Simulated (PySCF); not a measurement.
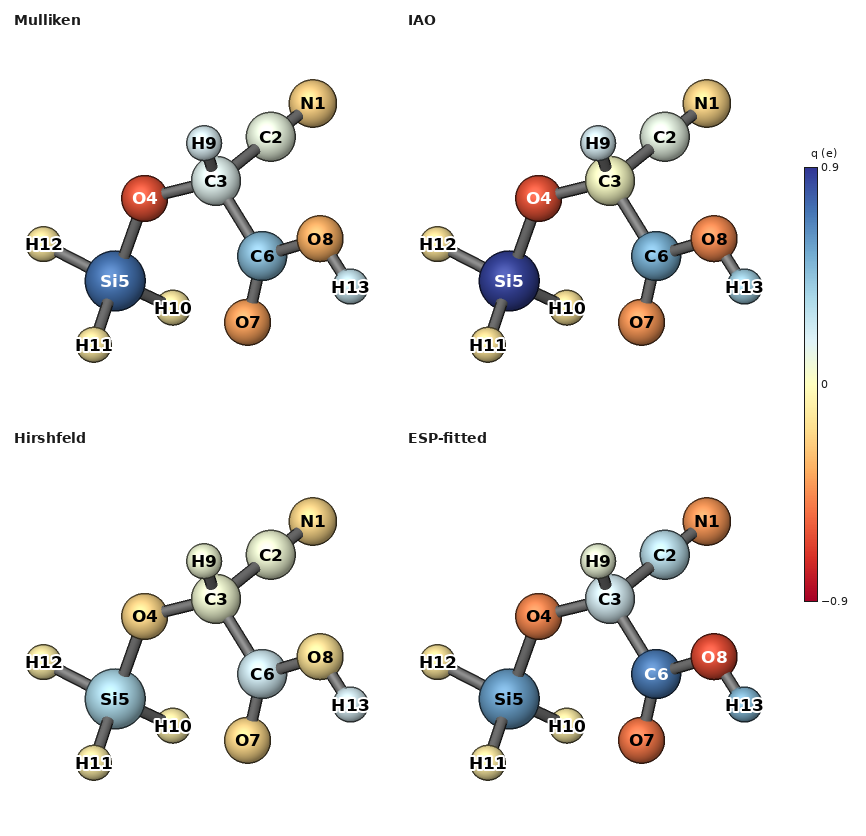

Atomic charges of one calculation by 4 schemes, on one colour scale. The geometry was computed by an optimisation with GFN2-xTB. No frequency run is at hand to confirm it as a minimum. Level of theory: PBE0/pcSseg-1 (PySCF 2.14.0).

On which atom do the schemes disagree most?

On Si5 (from 0.35 to 0.86 e); O8 (from −0.64 to −0.15 e).

List the charges (e), one line for each set of equivalent atoms.

| atom | Mulliken | IAO | Hirshfeld | ESP-fitted |
| --- | --- | --- | --- | --- |
| N1 | −0.22 | −0.21 | −0.20 | −0.42 |
| C2 | 0.11 | 0.12 | 0.08 | 0.30 |
| C3 | 0.16 | 0.02 | 0.07 | 0.21 |
| O4 | −0.62 | −0.61 | −0.21 | −0.46 |
| Si5 | 0.72 | 0.86 | 0.35 | 0.58 |
| C6 | 0.47 | 0.53 | 0.23 | 0.69 |
| O7 | −0.39 | −0.42 | −0.20 | −0.51 |
| O8 | −0.34 | −0.46 | −0.15 | −0.64 |
| H9 | 0.19 | 0.20 | 0.07 | 0.09 |
| H10 | −0.10 | −0.14 | −0.08 | −0.09 |
| H11 | −0.11 | −0.14 | −0.08 | −0.10 |
| H12 | −0.12 | −0.14 | −0.09 | −0.13 |
| H13 | 0.26 | 0.39 | 0.21 | 0.48 |

The geometry is semi-empirical. Around Si such bond lengths and angles can be off by a tenth of an ångström or more and by several degrees, and values that hang on the shape move with them.
